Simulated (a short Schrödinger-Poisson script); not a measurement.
System: symmetric double-gate stack, SiO2 on p-type Si(100), at 400 K.

```csv
layer,material,thickness (nm),Na (cm⁻³)
1,SiO2,2.5,-
2,Si,10,1e18
3,SiO2,2.5,-
```

Constants are typed, rounded textbook-type inputs, not results; the design itself was drawn at random and stands for no fabricated device. SiO2: permittivity 3.9, conduction-band edge (eV) 3.15, gap (eV) 9, electron mass (mₑ) 0.5. Si: permittivity 11.7, conduction-band edge (eV) 0, gap (eV) 1.124, Nv at 300 K (cm⁻³) 3.1e19.

Channel valleys (confinement mass, in-plane density-of-states mass, number): Δ2 0.916, 0.19, 2; Δ4 0.19, 0.417, 4. At the gates, both at one voltage, the conduction-band edge of layer 1 lies 3.17 eV − eVg above the Fermi level of the channel. Gaps are held at their typed values at every temperature. Mesh 0.03 nm at interfaces.

Solved with a short Schrödinger-Poisson script written for these runs: 1D Poisson equation in equilibrium, electrons quantum, Hartree (BenDaniel-Duke, 12 states a valley, the channel's in-plane mass for all, wave functions ending at the dielectric), parabolic valleys, classical holes, full ionisation, no traps, pinning or gate leakage.

Only gate voltages with over 1e8 electrons/cm² are shown.

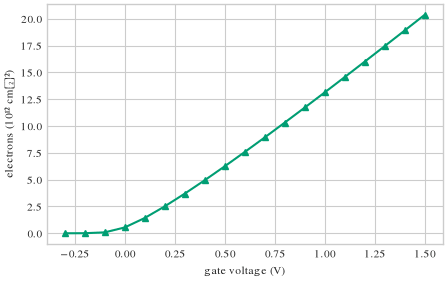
Figure: Sheet density against gate voltage

```
Vg (V)  electrons (cm⁻²)  C (μF/cm²)  Δ2 E0 (meV)  Δ2 E1 (meV)  Δ4 E0 (meV)  Δ4 E1 (meV)
------  ----------------  ----------  -----------  -----------  -----------  -----------
-0.3              3.01e8     < 0.003        398.6        408.0        414.6        471.0
-0.2              5.41e9      0.0252        299.0        308.4        315.0        371.4
-0.1             8.28e10       0.328        205.0        214.1        221.0        277.1
0                5.42e11        1.15        140.4        147.9        156.8        211.2
0.1              1.42e12        1.62        106.8        111.8        124.8        176.1
0.2              2.51e12        1.83         86.0         88.9        106.8        154.9
0.3              3.70e12        1.96         70.4         72.1         95.2        140.3
0.4              4.95e12        2.05         57.6         58.6         86.9        129.3
0.5              6.25e12        2.11         46.6         47.2         80.6        120.7
0.6              7.58e12        2.16         36.9         37.3         75.7        113.7
0.7              8.94e12        2.20         28.3         28.5         71.6        107.8
0.8              1.03e13        2.23         20.4         20.6         68.2        102.8
0.9              1.17e13        2.26         13.2         13.3         65.4         98.4
1                1.31e13        2.28          6.5          6.6         62.8         94.6
1.1              1.46e13        2.30          0.2          0.3         60.6         91.1
1.2              1.60e13        2.31         -5.7         -5.6         58.5         88.0
1.3              1.75e13        2.33        -11.3        -11.3         56.7         85.2
1.4              1.89e13        2.34        -16.6        -16.6         55.0         82.5
1.5              2.04e13        2.35        -21.8        -21.8         53.4         80.1
```

Subbands count from the Fermi level. The capacitance is that of both gates.
